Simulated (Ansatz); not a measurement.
System: Br$_{2}$F$_{4}$Ga$_{2}$.

The calculation's input:

```
crystal:
  periodic: [false, false, false]
  atoms:
    - symbol: Br
      position_ang: [0.457745, -0.439054, -1.692450]
    - symbol: Br
      position_ang: [-0.454911, 0.441315, 1.692632]
    - symbol: F
      position_ang: [2.611359, -0.920771, 0.943487]
    - symbol: F
      position_ang: [0.243519, -2.802670, 0.794566]
    - symbol: F
      position_ang: [-2.610839, 0.917059, -0.942420]
    - symbol: F
      position_ang: [-0.246923, 2.804071, -0.795834]
    - symbol: Ga
      position_ang: [0.942375, -1.228019, 0.573461]
    - symbol: Ga
      position_ang: [-0.942326, 1.228069, -0.573441]
basis:
  gaussian: {orbitals: def2-SVPD}
hamiltonian: {xc: {name: PBE0}}
output: {forces: true, orbitals: {seedname: orbitals}}
```

Launched as:

```sh
ansatz run input.yaml --threads 2 --pin off --max-ram 6090MiB --events-out events.jsonl --progress --plain --runs-dir runs
```

Geometry: PBE0-D4/def2-SVP.

Computed with isolated molecule in a Gaussian basis; Kohn-Sham density functional theory, functional PBE0 (Ansatz 0.2.0).

Q: What will maps of the electron density and electron localisation function show?

A: Ga–F (1.74 Å): ρ is about 0.86 e/Å³ halfway; the ELF peaks at about 0.80 in the valence shell of F, 0.6 Å from its nucleus, and is about 0.15 at the midpoint.

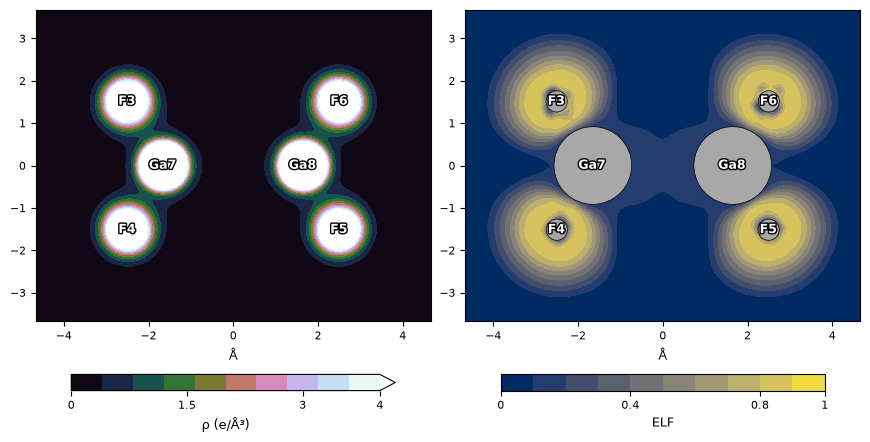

Computed electron density and electron localisation function on the plane of atoms F5, Ga8 and F6, in this order. Grey discs cover the atomic cores in the ELF map. 
